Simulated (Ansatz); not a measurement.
CH₆BSn (SMILES C[BH][SnH2]) (doublet)

Input file:

```
crystal:
  periodic: [false, false, false]
  atoms:
    - symbol: C
      position_ang: [0.164536, -0.827504, 2.507426]
    - symbol: B
      position_ang: [1.109970, -1.497309, 1.457872]
    - symbol: Sn
      position_ang: [0.871731, -3.544567, 0.753051]
    - symbol: H
      position_ang: [0.769125, -0.476814, 3.364052]
    - symbol: H
      position_ang: [-0.657056, -1.446729, 2.893250]
    - symbol: H
      position_ang: [-0.266970, 0.090996, 2.068734]
    - symbol: H
      position_ang: [2.042068, -0.894840, 0.975180]
    - symbol: H
      position_ang: [-0.353099, -4.635601, 1.258028]
    - symbol: H
      position_ang: [1.871652, -4.335144, -0.391417]
basis:
  gaussian:
    orbitals: def2-TZVPD
hamiltonian:
  xc: {name: PBE0}
output:
  forces: true
  orbitals: {seedname: orbitals}
magnetization:
  spin_polarized: true
  initial_magnetization: 1
```

Command:

```sh
ansatz run input.yaml --threads 2 --pin off --max-ram 4350MiB --events-out events.jsonl --progress --plain --runs-dir runs
```

Geometry: PBE0-D3(BJ)/def2-SVP; core potentials replace the inner electrons of Sn.

Computed with isolated molecule in a Gaussian basis; Kohn-Sham density functional theory, functional PBE0 (Ansatz 0.2.0).

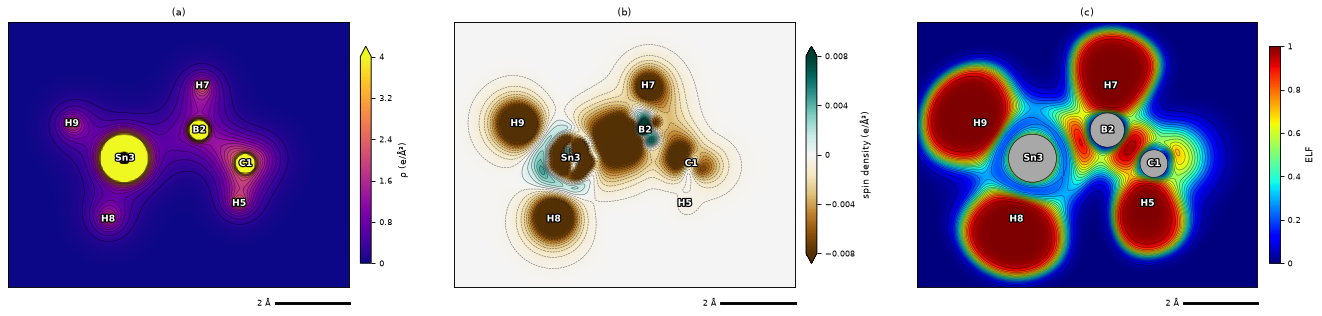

Figure 1. (a) electron density; (b) spin density; (c) ELF on the plane of atoms B2, C1 and H5. Grey discs cover the atomic cores in the ELF map.

> Describe what can be read from this map.

- The plane passes through C, B, Sn and H nuclei.
- C–B (1.56 Å): ρ is about 1.4 e/Å³ halfway; the ELF peaks at about 0.95 between the atoms (localised, covalent bonding).
- Sn–B (2.18 Å): the density is about 0.69 e/Å³ at the midpoint; the ELF peaks at about 0.90 in the valence shell of B, 0.8 Å from its nucleus, and drops to about 0.20 between the two atoms.
- C–H (1.10 Å): ρ is about 1.9 e/Å³ halfway; the ELF climbs to about 1 towards the hydrogen, as it does in any bond to H; a covalent bond by its length.
- B–H (1.21 Å): ρ is about 1.2 e/Å³ halfway; the ELF climbs to about 1 towards the hydrogen (an ordinary covalent bond to hydrogen).
- Sn–H (1.71 Å): ρ is about 1.2 e/Å³ halfway; the ELF climbs to about 1 towards the hydrogen.
- The unpaired spin (1 electron) lies mostly on Sn3 (about 0.7) and B2 (about 0.2), in electrons by Hirshfeld's partition.

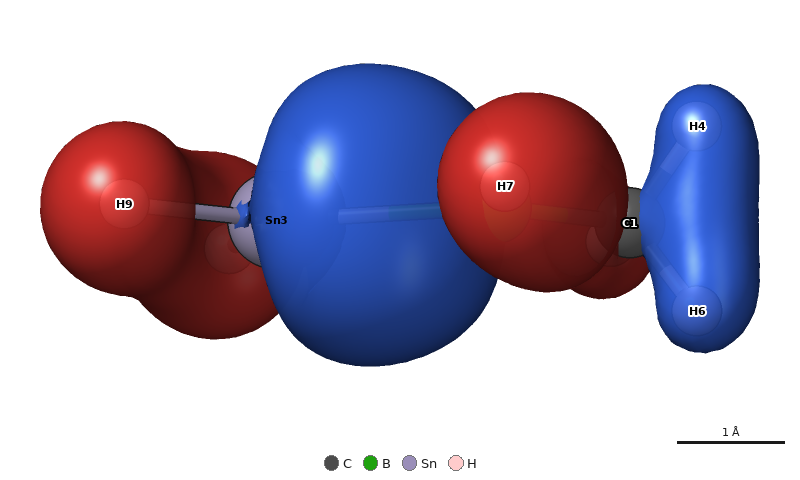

Figure 2. The HOMO (β) at ±0.1 Å⁻³ᐟ² (red and blue are the two phases), seen from one side.

> Describe this orbital and give its energy.

By Hirshfeld shares it lies mainly on Sn3 (about 35 %), B2 (about 25 %), H7 (about 10 %), H8 (about 10 %), C1 (about 10 %) and H9 (about 5 %). Its energy is −7.78 eV.
